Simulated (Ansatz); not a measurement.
H4NP (SMILES NP)

```xyz
6

N    -1.0810   -2.0024   -0.6228
P     0.2287   -1.3032   -1.4929
H    -1.9403   -2.0737   -1.1591
H    -0.9332   -2.8373   -0.0618
H     1.0505   -2.4350   -1.8498
H     1.0754   -0.9730   -0.3878
```

Geometry: B3LYP-D3(BJ)/def2-SVP.

Level of theory: isolated molecule in a Gaussian basis; Kohn-Sham density functional theory, functional PBE0 (Ansatz 0.2.0).

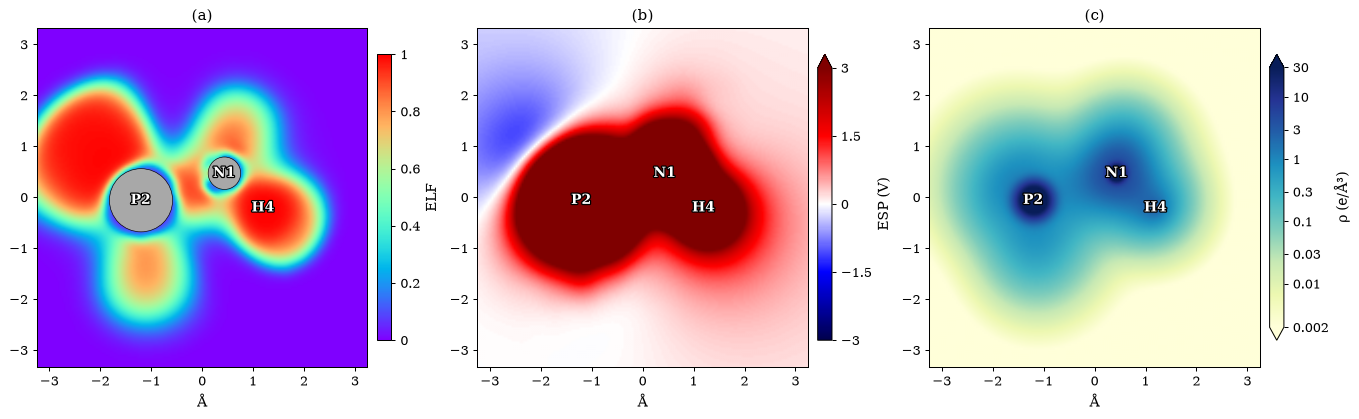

Figure 1. (a) electron localisation function; (b) electrostatic potential; (c) electron density on the plane of atoms P2, N1 and H4. Grey discs cover the atomic cores in the ELF map.

Question: Describe what can be read from this map.

Answer:
- Atoms in the plane: N, P and H.
- P–N (1.72 Å): ρ at the midpoint is about 1.3 e/Å³; the ELF peaks at about 0.90 between the atoms (a shared but strongly polarised pair).
- N–H (1.02 Å): ρ at the midpoint is about 2.8 e/Å³; the ELF climbs to about 1 towards the hydrogen, as it does in any bond to H (a covalent bond by its length).
- The ELF also peaks beside P2, away from the bonds: lone-pair regions.
- Outside the dense part of the molecule the potential is most negative (−1.1 V) near P2.

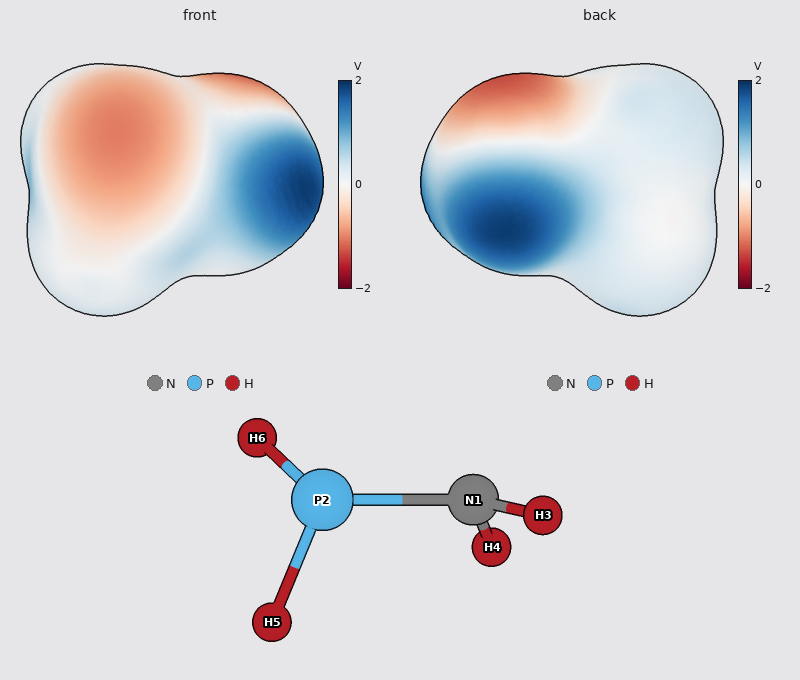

Figure 2. The molecular electrostatic potential painted on the density surface at 0.002 e/bohr³, seen from the front and from behind; red is negative and blue positive. The bare structure is drawn below in the same view.

Question: Describe the electrostatic potential map.

Answer: The most negative region (about −1.3 V) lies over N1, the most positive (about +1.9 V) over H3 and H4. N1 is the likeliest acceptor of a hydrogen bond.

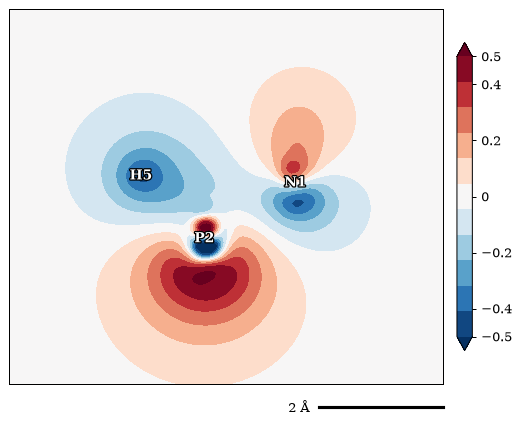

Figure 3. The HOMO on the plane of atoms N1, P2 and H5 (values in Å⁻³ᐟ²; the overall sign is arbitrary).

Question: What is the character of this orbital?

Answer: Its weight (Hirshfeld) is mainly on P2 (about 75 %), H5 (about 10 %) and N1 (about 10 %); largely a lone pair of P2. Its energy is −7.31 eV.
